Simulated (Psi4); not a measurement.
# SiH2S2 (SMILES S[Si]S) at HF/3-21G

What is the vertical electron affinity of SiH2S2 at HF/3-21G? 

The calculation is run with Psi4 1.11.

2 further runs of the same task are left out: 2 set aside as unsound or not needed.

## 1. Starting point

SiH2S2: 5 atoms, total charge 0, spin state singlet. SMILES: `S[Si]S`. The shape is that of a PBE0-D4/def2-TZVP optimisation. This is one conformer, not always the lowest.

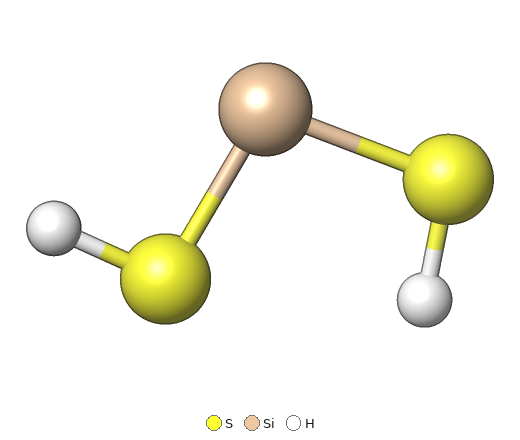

Viewed from a chosen angle; sulfur yellow, silicon light orange, hydrogen white.

## 2. Energy and gradient at HF/3-21G

h2s2si.json reads:

```json
{
 "schema_name": "qcschema_input",
 "schema_version": 1,
 "molecule": {
  "schema_name": "qcschema_molecule",
  "schema_version": 2,
  "symbols": ["S", "Si", "S", "H", "H"],
  "geometry": [-1.21074753, -1.93470161, -1.02271978, -1.23814856, 1.83095564, 0.44937687, 2.69569432, 2.111391, 1.38743692, -3.69384766, -1.96947257, -1.55921303, 3.54153573, -0.17744528, 0.66688435],
  "molecular_charge": 0,
  "molecular_multiplicity": 1,
  "fix_symmetry": "c1"
 },
 "driver": "gradient",
 "model": {
  "method": "scf",
  "basis": "3-21G"
 },
 "keywords": {
  "reference": "rhf",
  "puream": true,
  "e_convergence": 1e-09,
  "d_convergence": 1e-08,
  "scf_type": "pk"
 }
}
```

The run is started by

```
$ psi4 --qcschema h2s2si.json -n 1 --memory 1600MB
```

stdout:

```text
[...]
  Running in c1 symmetry.
[...]
  Nuclear repulsion =  175.698373813974484
[...]
  Multiplicity = 1
[...]
  Nalpha       = 24
  Nbeta        = 24
[...]
    Number of basis functions: 43
[...]
   @RHF iter   1: -1079.64969755109723   -3.25813e-01   5.24236e-03 DIIS/ADIIS
[...]
   @RHF iter  11: -1079.69483005199936   -1.36424e-12   3.09677e-09 DIIS
[...]
    Orbital Energies [Eh]
    ---------------------
    Doubly Occupied:
       1A    -91.334301     2A    -91.326531     3A    -68.369873
       4A     -8.937676     5A     -8.929664     6A     -6.612347
       7A     -6.610141     8A     -6.607434     9A     -6.604470
      10A     -6.601914    11A     -6.599487    12A     -6.178734
      13A     -4.270064    14A     -4.267787    15A     -4.267577
      16A     -1.040515    17A     -0.990443    18A     -0.670758
      19A     -0.588544    20A     -0.519838    21A     -0.444443
      22A     -0.442808    23A     -0.394589    24A     -0.360268
[...]
  @RHF Final Energy: -1079.69483005199936
   => Energetics <=
    Nuclear Repulsion Energy =            175.6983738139744844
    One-Electron Energy =               -1844.8459955877356151
    Two-Electron Energy =                 589.4527917217617414
    Total Energy =                      -1079.6948300519993609
[...]
 Multipole Moments:
 ------------------------------------------------------------------------------------
     Multipole            Electronic (a.u.)      Nuclear  (a.u.)        Total (a.u.)
 ------------------------------------------------------------------------------------
 L = 1.  Multiply by 2.5417464519 to convert [e a0] to [Debye]
 Dipole X            :         -0.5571690           -0.2084042           -0.7655733
 Dipole Y            :          1.4893842           -1.6423088           -0.1529246
 Dipole Z            :          0.4673813           -0.6886525           -0.2212712
 Magnitude           :                                                    0.8114489
[...]
  -Total Gradient:
     Atom            X                  Y                   Z
    ------   -----------------  -----------------  -----------------
       1        0.006480516183     0.030226610868     0.013228573803
       2        0.026383528160    -0.036689439991    -0.008847384627
       3       -0.027686689566    -0.003110643141    -0.007046937268
       4        0.002434058433     0.008359068941     0.003792288195
       5       -0.007611413227     0.001214403324    -0.001126540095
[...]
```

The result, in JSON:

```text
{
 "driver": "gradient",
 "model": {
  "method": "scf",
  "basis": "3-21G"
 },
 "success": true,
 "return_result": [0.006480516183435703, 0.03022661086800335, 0.01322857380290306, 0.026383528159824823, -0.03668943999092503, -0.008847384627089677, -0.027686689566098634, -0.0031106431414257563, -0.007046937267796108, 0.0024340584326475734, 0.008359068940873963, 0.0037922881954476836, -0.007611413226949304, 0.0012144033244030072, -0.0011265400949298648],
 "properties": {
  "calcinfo_nbasis": 43,
  "calcinfo_nmo": 43,
  "calcinfo_nalpha": 24,
  "calcinfo_nbeta": 24,
  "calcinfo_natom": 5,
  "nuclear_repulsion_energy": 175.69837381397448,
  "return_energy": -1079.6948300519994,
  "return_gradient": [0.006480516183435703, 0.03022661086800335, 0.01322857380290306, 0.026383528159824823, -0.03668943999092503, -0.008847384627089677, -0.027686689566098634, -0.0031106431414257563, -0.007046937267796108, 0.0024340584326475734, 0.008359068940873963, 0.0037922881954476836, -0.007611413226949304, 0.0012144033244030072, -0.0011265400949298648],
  "scf_one_electron_energy": -1844.8459955877356,
  "scf_two_electron_energy": 589.4527917217617,
  "scf_dipole_moment": [-0.7655732785443368, -0.15292458806553255, -0.2212711771765663],
  "scf_total_energy": -1079.6948300519994,
  "scf_total_gradient": [0.006480516183435703, 0.03022661086800335, 0.01322857380290306, 0.026383528159824823, -0.03668943999092503, -0.008847384627089677, -0.027686689566098634, -0.0031106431414257563, -0.007046937267796108, 0.0024340584326475734, 0.008359068940873963, 0.0037922881954476836, -0.007611413226949304, 0.0012144033244030072, -0.0011265400949298648],
  "scf_iterations": 11
 }
}
```

It took 2.5 s on 1 thread of Intel Xeon Platinum 8223CL at 3.00GHz (Skylake/Cascade Lake), shared host; peak memory 0.18 GiB.

## 3. The doublet anion, same level

calc.inp reads:

```
memory 1.6 GB

molecule molecule1 {
  -1 2
  S
  Si 1 r2
  S 2 r3 1 a3
  H 1 r4 2 a4 3 d4
  H 3 r5 2 a5 1 d5

  r2 = 2.139604
  r3 = 2.145206
  a3 = 98.16943
  r4 = 1.344446
  a4 = 94.76132
  d4 = -179.99585
  r5 = 1.346381
  a5 = 101.23538
  d5 = 0.00657
  units angstrom
  symmetry c1
  no_reorient
  no_com
}

set globals {
  basis         3-21G
  reference     uhf
  puream        true
  e_convergence 1e-09
  d_convergence 1e-08
  scf_type      pk
  maxiter       200
}

E, wfn = gradient('hf', return_wfn=True)
oeprop(wfn, 'MULLIKEN_CHARGES', 'DIPOLE', 'MAYER_INDICES', title='HF')
```

The run is started by

```
$ psi4 -i calc.inp -o calc.out -n 1
```

calc.out (excerpt; [...] marks lines left out):

```text
[...]
  Running in c1 symmetry.
[...]
  Nuclear repulsion =  175.698378337244407
[...]
  Multiplicity = 2
[...]
  Nalpha       = 25
  Nbeta        = 24
[...]
    Number of basis functions: 43
[...]
   @UHF iter   1: -1079.63995850861352   -3.16074e-01   6.26395e-03 ADIIS/DIIS
[...]
   @UHF iter  14: -1079.70844850987032   -7.27596e-12   8.21825e-09 DIIS
[...]
   @S^2 Observed:                7.605443514E-01
[...]
  @UHF Final Energy: -1079.70844850987032
   => Energetics <=
    Nuclear Repulsion Energy =            175.6983783372444066
    One-Electron Energy =               -1855.8529322493855034
    Two-Electron Energy =                 600.4461054022708595
    Total Energy =                      -1079.7084485098703226
  UHF NO Occupations:
  HONO-2 :   23  A 1.9997017
  HONO-1 :   24  A 1.9953172
[...]
  -Total Gradient:
     Atom            X                  Y                   Z
    ------   -----------------  -----------------  -----------------
       1        0.000000885899     0.000154058553     0.070935068496
       2        0.000000028062    -0.069150733260    -0.071990685162
       3        0.000001042083     0.064364322903    -0.007501392796
       4       -0.000000488839    -0.003725436082     0.006567103733
       5       -0.000001467205     0.008357787879     0.001989905720
[...]
 Multipole Moments:
 ------------------------------------------------------------------------------------
     Multipole            Electronic (a.u.)      Nuclear  (a.u.)        Total (a.u.)
 ------------------------------------------------------------------------------------
 L = 1.  Multiply by 2.5417464519 to convert [e a0] to [Debye]
 Dipole X            :         -0.0001344            0.0002277            0.0000933
 Dipole Y            :         -0.2392974            0.2247018           -0.0145956
 Dipole Z            :          1.0063409           -1.7788659           -0.7725249
 Magnitude           :                                                    0.7726628
[...]
  Mulliken Charges: (a.u.)
   Center  Symbol    Alpha    Beta     Spin     Total
       1     S     8.30710  8.31390 -0.00679 -0.62100
       2    SI     7.43773  6.40960  1.02813  0.15267
       3     S     8.30750  8.31606 -0.00856 -0.62356
[...]
```

Wall time 2.3 s (1 thread of Intel Xeon Platinum 8223CL at 3.00GHz (Skylake/Cascade Lake), shared host); peak memory 0.19 GiB.

## 4. Summary of results

Level: HF/3-21G.

| quantity | value |
| --- | --- |
| singlet SiH2S2: total energy | -1079.69483 Eh |
| singlet SiH2S2: dipole moment | 2.06 D |
| singlet SiH2S2: HOMO energy | -9.80 eV |
| singlet SiH2S2: LUMO energy | 0.30 eV |
| singlet SiH2S2: HOMO–LUMO gap | 10.10 eV |
| singlet SiH2S2: largest force on an atom | 2.368 eV/Å |
| doublet anion: total energy | -1079.70845 Eh |
| doublet anion: HOMO energy (highest over α and β) | -1.01 eV |
| doublet anion: LUMO energy (lowest over α and β) | 7.76 eV |
| doublet anion: ⟨S²⟩ | 0.761 |
| doublet anion: largest force on an atom | 5.133 eV/Å |
| vertical electron affinity (to the doublet anion) | 0.371 eV |

At fixed nuclei the extra electron is bound by 0.37 eV (35.8 kJ/mol). The basis has no diffuse functions, so the error can be as large as this value. The largest force (singlet SiH2S2) is 2.37 eV/Å: the shape isn't a stationary point for this species at this level. Mulliken charges (doublet anion) run from -0.62 on S3 to +0.15 on Si2.
